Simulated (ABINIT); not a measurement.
## ZnSe (Stilleite): G0W0 with ABINIT, start to end

How does a plane-wave GW calculation on ZnSe (Stilleite) run from the first input to the gap?

Main program and level: ABINIT 10.8.3; PBE and many-body steps on it, plane waves.

**Experimental background.**

- Gap 2.695 ± 0.003 eV: excitonic gap from free-exciton PL, not corrected for exciton binding; photoluminescence; 300 K; bulk crystal (Bridgman-grown crystal, polished and etched) (“Alloy Disordering Effects on the Thermal Conductivity and Energy Gap Temperature Dependence of Cd1−xZnxSe Ternary Crystals Grown by the Bridgman Method”, 2023, pmc:10253836).

## 1. The structure

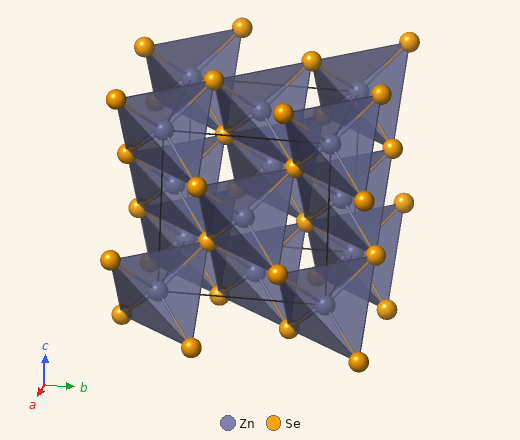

The cell as given, slightly off an axis (zinc blue, selenium orange). This picture shows the conventional cell, with its axes. Some periodic images of atoms are drawn too.

As a file:

```cif
data_structure
_symmetry_space_group_name_H-M 'P 1'
_symmetry_Int_Tables_number 1
_cell_length_a 4.0076
_cell_length_b 4.0076
_cell_length_c 4.0076
_cell_angle_alpha 60.000
_cell_angle_beta 60.000
_cell_angle_gamma 60.000
_cell_volume 45.51
loop_
_atom_site_label
_atom_site_type_symbol
_atom_site_fract_x
_atom_site_fract_y
_atom_site_fract_z
_atom_site_occupancy
Zn1 Zn 0.00000 0.00000 0.00000 1
Se2 Se 0.25000 0.25000 0.25000 1
```

The cell and positions come from the Crystallography Open Database and are kept as given unless a step says otherwise.

## 2. Ground state

This step: ABINIT 10.8.3; DFT, PBE, plane waves, norm-conserving pseudopotentials.

The ground-state density comes first.

Input file run.abi:

```
acell 3*1.0 Angstrom
rprim 
  -0.000000000000 2.833800000000 2.833800000000
  2.833800000000 -0.000000000000 2.833800000000
  2.833800000000 2.833800000000 0.000000000000
ntypat 2
znucl 30 34
natom 2
typat 1 2
xred 
  0.000000000000 0.000000000000 0.000000000000
  0.250000000000 0.250000000000 0.250000000000
pp_dirpath "pseudos"
pseudos "Zn.upf, Se.upf"
ecut 48
ngkpt 6 6 6
nshiftk 1
shiftk 0 0 0
kptopt 1
chksymbreak 0
nband 27
occopt 1
tolvrs 1e-10
nstep 60
prtwf 0
indata_prefix "in"
outdata_prefix "out"
tmpdata_prefix "tmp"
```

On the command line:

```console
$ OMP_NUM_THREADS=1 mpirun -n 4 abinit run.abi > log
```

Numbers of over 12 decimals in the logs are rounded to 6 here.

Log:

```text
.Version 10.8.3 of ABINIT. v10.8.2 released Aug 2026.

 Symmetries : space group F-4 3 m (#216); Bravais cF (face-center cubic)
================================================================================
 Values of the parameters that define the memory need of the present run
     intxc =       0    ionmov =       0      iscf =       7    lmnmax =       6
     lnmax =       6     mgfft =      48  mpssoang =       3    mqgrid =    3001
     natom =       2  nloc_mem =       1    nspden =       1   nspinor =       1
    nsppol =       1      nsym =      24    n1xccc =    2501    ntypat =       2
    occopt =       1   xclevel =       2
-    mband =          27        mffmem =           1         mkmem =           4
       mpw =        4897          nfft =      110592          nkpt =          16
================================================================================
  Rough estimation (10% accuracy) of disk space for files :
================================================================================

--------------------------------------------------------------------------------
------------- Echo of variables that govern the present computation ------------
--------------------------------------------------------------------------------
 -outvars: echo values of preprocessed input variables --------
            acell      1.8897261259E+00  1.8897261259E+00  1.8897261259E+00 Bohr

      chksymbreak           0
             ecut      4.80000000E+01 Hartree
-          fftalg         312

              ixc     -101130
              kpt      0.00000000E+00  0.00000000E+00  0.00000000E+00
                       1.66666667E-01  0.00000000E+00  0.00000000E+00
                       3.33333333E-01  0.00000000E+00  0.00000000E+00
                       5.00000000E-01  0.00000000E+00  0.00000000E+00
                       1.66666667E-01  1.66666667E-01  0.00000000E+00
                       3.33333333E-01  1.66666667E-01  0.00000000E+00
                       5.00000000E-01  1.66666667E-01  0.00000000E+00
                      -3.33333333E-01  1.66666667E-01  0.00000000E+00
                      -1.66666667E-01  1.66666667E-01  0.00000000E+00
   [... 5 further rows ...]
                      -3.33333333E-01  3.33333333E-01  1.66666667E-01
                      -3.33333333E-01  5.00000000E-01  1.66666667E-01
         kptrlatt        6    0    0      0    6    0      0    0    6
          kptrlen      4.54395803E+01
P           mkmem           4
            natom           2
            nband          27
            ngfft          48      48      48
             nkpt          16
            nstep          60
             nsym          24
           ntypat           2
              occ      2.000000  2.000000  2.000000  2.000000  2.000000  2.000000
                       2.000000  2.000000  2.000000  2.000000  2.000000  2.000000
                       2.000000  2.000000  2.000000  2.000000  2.000000  2.000000
                       2.000000  2.000000  2.000000  2.000000  0.000000  0.000000
[...]
prtwf           0
            rprim     -0.0000000000E+00  2.8338000000E+00  2.8338000000E+00
[...]
spgroup         216

           tolvrs      1.00000000E-10

             xred      0.0000000000E+00  0.0000000000E+00  0.0000000000E+00
[...]
znucl       30.00000   34.00000

================================================================================

 chkinp: Checking input parameters for consistency.

================================================================================
== DATASET  1 ==================================================================
-   mpi_nproc: 4, omp_nthreads: 1 (-1 if OMP is not activated)

--- !DatasetInfo
iteration_state: {dtset: 1, }
dimensions: {natom: 2, nkpt: 16, mband: 27, nsppol: 1, nspinor: 1, nspden: 1, mpw: 4897, }
cutoff_energies: {ecut:  48.0, pawecutdg:  -1.0, }
electrons: {nelect:   4.40000000E+01, charge:   0.00000000E+00, occopt:   1.00000000E+00, tsmear:   1.00000000E-02, }

 Real(R)+Recip(G) space primitive vectors, cartesian coordinates (Bohr,Bohr^-1):
 R(1)=  0.0000000  5.3551059  5.3551059  G(1)= -0.0933688  0.0933688  0.0933688
 R(2)=  5.3551059  0.0000000  5.3551059  G(2)=  0.0933688 -0.0933688  0.0933688
 R(3)=  5.3551059  5.3551059  0.0000000  G(3)=  0.0933688  0.0933688 -0.0933688
 Unit cell volume ucvol=  3.0713845E+02 bohr^3
 Angles (23,13,12)=  6.00000000E+01  6.00000000E+01  6.00000000E+01 degrees

 getcut: wavevector=  0.0000  0.0000  0.0000  ngfft=  48  48  48
         ecut(hartree)=     48.000   => boxcut(ratio)=   2.03223

--- Pseudopotential description ------------------------------------------------
- Zn Generated using ONCVPSP code by D. R. Hamann
- 30.00000  20.00000  171031                  znucl, zion, pspdat
12 -101130 2 -1 1326                          pspcod,pspxc,lmax,lloc,mmax
     nproj     2     2     2
  pspatm : epsatm=   26.68164218
         --- l  ekb(1:nproj) -->
[...]
pspatm: atomic psp has been read  and splines computed

- Se Generated using ONCVPSP code by D. R. Hamann
- 34.00000  24.00000  171031                  znucl, zion, pspdat
12 -101130 2 -1 1214                          pspcod,pspxc,lmax,lloc,mmax
     nproj     2     2     2
  pspatm : epsatm=   25.39064422
         --- l  ekb(1:nproj) -->
[...]
pspatm: atomic psp has been read  and splines computed

   2.29118060E+03                                ecore*ucvol(ha*bohr**3)
--------------------------------------------------------------------------------

_setup2: Arith. and geom. avg. npw (full set) are    4879.338    4879.326

================================================================================

--- !BeginCycle
iteration_state: {dtset: 1, }
solver: {iscf: 7, nstep: 60, nline: 4, wfoptalg: 0, }
tolerances: {tolvrs: 1.00E-10, }

     iter   Etot(hartree)      deltaE(h)  residm     vres2
 ETOT  1  -544.98635842320    -5.450E+02 9.114E-01 4.653E+03
 ETOT  2  -546.40203433041    -1.416E+00 4.210E-02 7.770E+03
 ETOT  3  -547.23845527222    -8.364E-01 1.312E-02 1.052E+03
 ETOT  4  -547.31149392204    -7.304E-02 4.016E-03 3.977E+02
 ETOT  5  -547.35013234238    -3.864E-02 2.241E-03 5.298E+01
 ETOT  6  -547.35602524963    -5.893E-03 8.103E-04 1.388E+00
 ETOT  7  -547.35612893251    -1.037E-04 1.448E-04 3.923E-01
 ETOT  8  -547.35617116759    -4.224E-05 4.337E-05 4.472E-02
 ETOT  9  -547.35617617370    -5.006E-06 1.082E-05 5.496E-03
 ETOT 10  -547.35617686684    -6.931E-07 3.919E-06 5.544E-07
 ETOT 11  -547.35617686708    -2.417E-10 1.219E-06 1.127E-07
 ETOT 12  -547.35617686712    -3.763E-11 4.599E-07 6.262E-09
 ETOT 13  -547.35617686715    -2.808E-11 1.480E-07 2.773E-10
 ETOT 14  -547.35617686716    -1.398E-11 5.597E-08 1.371E-11

 At SCF step   14       vres2   =  1.37E-11 < tolvrs=  1.00E-10 =>converged.

 Cartesian components of stress tensor (hartree/bohr^3)
  sigma(1 1)= -3.24037045E-05  sigma(3 2)=  0.00000000E+00
  sigma(2 2)= -3.24037045E-05  sigma(3 1)=  0.00000000E+00
  sigma(3 3)= -3.24037045E-05  sigma(2 1)=  0.00000000E+00

--- !ResultsGS
iteration_state: {dtset: 1, }
comment   : Summary of ground state results
lattice_vectors:
- [ -0.0000000,   5.3551059,   5.3551059, ]
- [  5.3551059,  -0.0000000,   5.3551059, ]
- [  5.3551059,   5.3551059,   0.0000000, ]
lattice_lengths: [   7.57326,    7.57326,    7.57326, ]
lattice_angles: [ 60.000,  60.000,  60.000, ] # degrees, (23, 13, 12)
lattice_volume:   3.0713845E+02
convergence: {deltae: -1.398E-11, res2:  1.371E-11, residm:  5.597E-08, diffor: null, }
etotal    :  -5.47356177E+02
entropy   :   0.00000000E+00
fermie    :   1.53041323E-01
cartesian_stress_tensor: # hartree/bohr^3
- [ -3.24037045E-05,   0.00000000E+00,   0.00000000E+00, ]
- [  0.00000000E+00,  -3.24037045E-05,   0.00000000E+00, ]
- [  0.00000000E+00,   0.00000000E+00,  -3.24037045E-05, ]
pressure_GPa:   9.5335E-01
xred      :
- [  0.0000E+00,   0.0000E+00,   0.0000E+00, Zn]
- [  2.5000E-01,   2.5000E-01,   2.5000E-01, Se]
cartesian_forces: # hartree/bohr
- [  1.31811805E-23,   1.31811805E-23,  -3.95435415E-23, ]
- [ -1.31811805E-23,  -1.31811805E-23,   3.95435415E-23, ]
force_length_stats: {min:   4.37170300E-23, max:   4.37170300E-23, mean:   4.37170300E-23, }

 Integrated electronic density in atomic spheres:
 ------------------------------------------------
 Atom  Sphere_radius  Integrated_density
    1        2.00000         18.11040736
    2        2.00000         21.26036845
================================================================================

 ----iterations are completed or convergence reached----

 Mean square residual over all n,k,spin=   12.957E-11; max=  55.966E-09
 reduced coordinates (array xred) for    2 atoms
       0.000000000000      0.000000000000      0.000000000000
       0.250000000000      0.250000000000      0.250000000000
 rms dE/dt=  1.9965E-22; max dE/dt=  2.8234E-22; dE/dt below (all hartree)
    1       0.000000000000      0.000000000000     -0.000000000000
    2      -0.000000000000     -0.000000000000      0.000000000000

 cartesian coordinates (angstrom) at end:
    1      0.000000     0.000000     0.000000
    2      1.416900     1.416900     1.416900

 cartesian forces (hartree/bohr) at end:
    1      0.000000     0.000000    -0.000000
    2     -0.000000    -0.000000     0.000000
 frms,max,avg= 2.5240039E-23 3.9543542E-23   0.000E+00  0.000E+00  0.000E+00 h/b

 cartesian forces (eV/Angstrom) at end:
    1      0.000000     0.000000    -0.000000
    2     -0.000000    -0.000000     0.000000
 frms,max,avg= 1.2978950E-21 2.0334107E-21   0.000E+00  0.000E+00  0.000E+00 e/A
 length scales=  1.889726125908  1.889726125908  1.889726125908 bohr
              =  1.000000000000  1.000000000000  1.000000000000 angstroms
 prteigrs : about to open file out_EIG
 Fermi (or HOMO) energy (hartree) =   0.15304   Average Vxc (hartree)=  -0.36195
 Eigenvalues (hartree) for nkpt=  16  k points:
 kpt#   1, nband= 27, wtk=  0.00463, kpt=  0.0000  0.0000  0.0000 (reduced coord)
  -7.46293   -5.23849   -5.23849   -5.23849   -4.44962   -2.76502   -2.76502   -2.76502
  -1.56976   -1.56976   -1.56976   -1.56961   -1.56961   -0.33425   -0.08738   -0.08738
  -0.08738   -0.07385   -0.07385    0.15304    0.15304    0.15304    0.20039    0.36671
   0.36671    0.36671    0.51812
 prteigrs : prtvol=0 or 1, do not print more k-points.

--- !EnergyTerms
iteration_state     : {dtset: 1, }
comment             : Components of total free energy in Hartree
kinetic             :  2.38673621230762E+02
hartree             :  2.29158838384487E+02
xc                  : -5.13331538891217E+01
Ewald energy        : -2.44845014170202E+02
psp_core            :  7.45976485783275E+00
local_psp           : -5.91683585332825E+02
non_local_psp       : -1.34786647948093E+02
total_energy        : -5.47356176867160E+02
total_energy_eV     : -1.48943203428558E+04
band_energy         : -8.85655578376508E+01

 Cartesian components of stress tensor (hartree/bohr^3)
  sigma(1 1)= -3.24037045E-05  sigma(3 2)=  0.00000000E+00
  sigma(2 2)= -3.24037045E-05  sigma(3 1)=  0.00000000E+00
  sigma(3 3)= -3.24037045E-05  sigma(2 1)=  0.00000000E+00

-Cartesian components of stress tensor (GPa)         [Pressure=  9.5335E-01 GPa]
- sigma(1 1)= -9.53349902E-01  sigma(3 2)=  0.00000000E+00
- sigma(2 2)= -9.53349902E-01  sigma(3 1)=  0.00000000E+00
- sigma(3 3)= -9.53349902E-01  sigma(2 1)=  0.00000000E+00

== END DATASET(S) ==============================================================
================================================================================

 -outvars: echo values of variables after computation  --------
           etotal     -5.4735617687E+02
            nband          27
             nkpt          16
          spgroup         216
 [... the other variables as echoed above ...]

 Calculation completed.
```

The job ended after 28 s (4 MPI ranks of Arm Neoverse V1, shared host; peak memory 0.36 GiB).

Numbers from this step:

* total energy: -14894.3203 eV
* gap: 1.288 eV
* k of the valence top: 0, 0, 0
* k of the conduction bottom: 0, 0, 0
* least direct gap: 1.288 eV
* pressure: 0.9534 GPa

The gap is direct, at Γ.

The cutoff was set for levels, not for stress, so the pressure can be off by some GPa.

(Continued in part 2 of 3.)

[Paths, hosts, dates, memory and timing lines, banners, echoed tables and standing remarks are left out of the program output.]

[Logs are printed without paths, hosts, clocks, repeated set-up lines and the standing remarks that a program may print on its own settings, such as how far it seeks lower states.]

[Runs of the session that timed out or met a known fault of the program may be left out.]

[Hosts, paths, dates, database ids (printed as entryN), source tags and the programs' standing remarks are cut or masked in the printed files.]

[G0W0 gaps are taken among the corrected bands and points alone; a level outside them can change the order at an edge.]

[Where Ansatz stands beside ABINIT at settings called matched, ABINIT's density can come from a denser mesh and the files from another edition; pairs whose starting gaps differed by over 0.03 eV were left out, so agreement reads better than it is.]
